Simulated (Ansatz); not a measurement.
C6H19N3Si (charge +1, doublet)

The calculation's input:

```
crystal:
  periodic: [false, false, false]
  atoms:
    - {symbol: Si, position_ang: [0.003941, 0.002691, 0.040169]}
    - {symbol: H, position_ang: [0.004497, -0.015366, 1.515592]}
    - {symbol: N, position_ang: [1.601843, 0.350286, -0.546731]}
    - {symbol: C, position_ang: [2.798323, 0.593849, 0.251832]}
    - {symbol: C, position_ang: [3.871623, -0.471128, 0.037820]}
    - {symbol: H, position_ang: [1.794764, 0.332758, -1.550914]}
    - {symbol: H, position_ang: [3.204395, 1.588828, -0.013059]}
    - {symbol: H, position_ang: [2.502339, 0.642581, 1.312181]}
    - {symbol: H, position_ang: [3.504656, -1.465819, 0.333631]}
    - {symbol: H, position_ang: [4.757812, -0.231314, 0.644136]}
    - {symbol: H, position_ang: [4.188052, -0.514757, -1.016575]}
    - {symbol: N, position_ang: [-1.089647, 1.224557, -0.534575]}
    - {symbol: C, position_ang: [-1.919969, 2.111838, 0.273010]}
    - {symbol: C, position_ang: [-1.544566, 3.581900, 0.100640]}
    - {symbol: H, position_ang: [-1.154305, 1.425586, -1.535298]}
    - {symbol: H, position_ang: [-2.979129, 1.963089, -0.012272]}
    - {symbol: H, position_ang: [-1.828095, 1.806127, 1.327909]}
    - {symbol: H, position_ang: [-0.505898, 3.763447, 0.417378]}
    - {symbol: H, position_ang: [-2.211017, 4.208616, 0.712248]}
    - {symbol: H, position_ang: [-1.651275, 3.902267, -0.948271]}
    - {symbol: N, position_ang: [-0.501800, -1.544874, -0.566878]}
    - {symbol: C, position_ang: [-0.875524, -2.717931, 0.215970]}
    - {symbol: C, position_ang: [-2.335856, -3.115700, 0.013147]}
    - {symbol: H, position_ang: [-0.627015, -1.685063, -1.572174]}
    - {symbol: H, position_ang: [-0.217795, -3.560305, -0.072103]}
    - {symbol: H, position_ang: [-0.672664, -2.503904, 1.277846]}
    - {symbol: H, position_ang: [-3.012449, -2.307976, 0.331846]}
    - {symbol: H, position_ang: [-2.560979, -4.014472, 0.606628]}
    - {symbol: H, position_ang: [-2.544280, -3.349842, -1.043131]}
basis:
  gaussian: {orbitals: def2-TZVP, initial_orbitals: start.molden}
total_charge: 1
magnetization: {spin_polarized: true, initial_magnetization: 1}
hamiltonian: {xc: pbe0, dispersion: d4}
scf: {omitted_lower_state_checks: [starts]}
output: {orbitals: {seedname: orbitals}}
```

Run with:

```sh
ansatz run in.yaml --threads 4 --pin off --events-out ev --progress --plain --max-ram 6963MiB
```

Geometry: r2SCAN-D4/def2-SVP.

These are results of UKS PBE0-D4/def2-TZVP (Ansatz 0.2.0), not measurements.

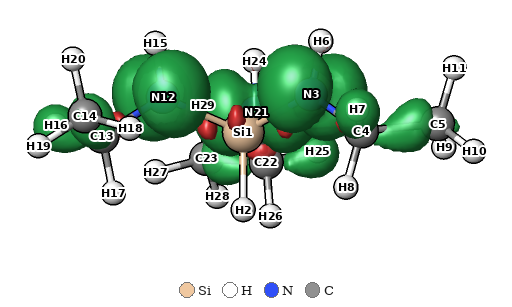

Figure 1. Isosurfaces of the spin density (α minus β) at +0.015 (green) and −0.015 e/Å³ (red), seen from one side.

Which atoms carry the spin?

The unpaired spin (1 electron) lies mostly on N3 (about 0.3), N21 (about 0.3) and N12 (about 0.3), in electrons by Hirshfeld's partition.

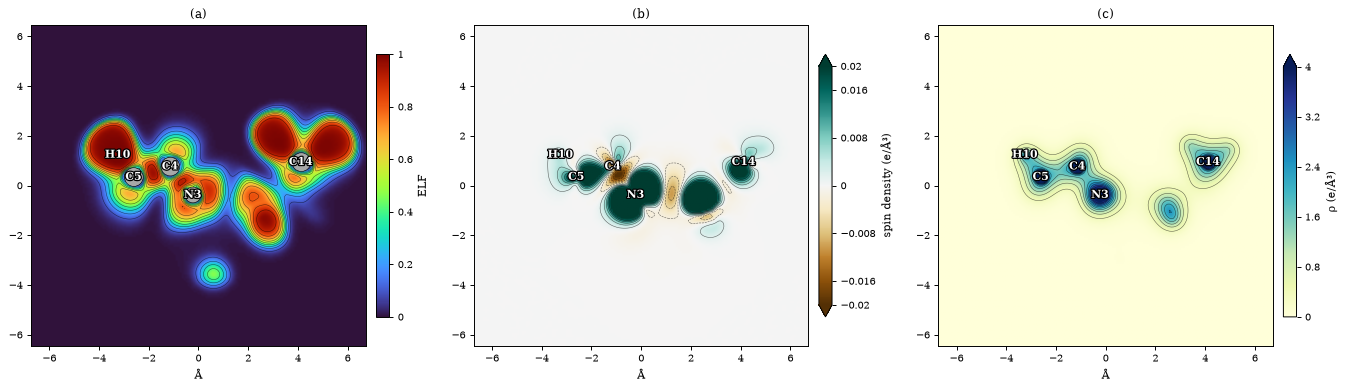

Figure 2. (a) electron localisation function; (b) spin density (α minus β); (c) total electron density on the plane of atoms C4, C5 and H10. Grey discs cover the atomic cores in the ELF map.

Read the bonding off the picture.

- The section cuts through N, C and H sites.
- C–N (1.46 Å): ρ at the midpoint is about 1.9 e/Å³; the ELF peaks at about 0.90 between the atoms; a covalent bond.
- C–C (1.53 Å): ρ is about 1.7 e/Å³ halfway; the ELF peaks at about 0.95 between the atoms (a covalent bond).
- C–H (1.10 Å): the density is about 2 e/Å³ at the midpoint; the ELF climbs to about 1 towards the hydrogen, as it does in any bond to H: an ordinary covalent bond to hydrogen.
- The ELF also peaks beside N12, away from the bonds: non-bonding electrons, paired or unpaired.

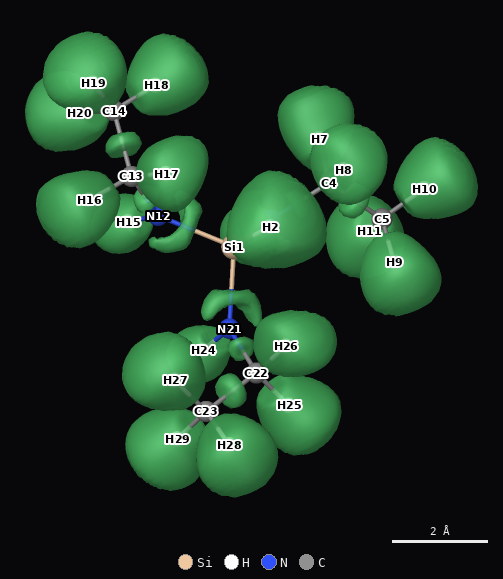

Figure 3. Isosurface of the ELF at 0.85 (green), seen at a tilt. Only the valence region is drawn (cores and ρ < 0.01 e/Å³ removed).

Where are the electrons localised?

The ELF exceeds this value in three regions between bonded C–C atoms (shared pairs), three regions between bonded C–N atoms (shared pairs), three regions between bonded N–Si atoms (shared pairs) and 19 regions around hydrogen nuclei.
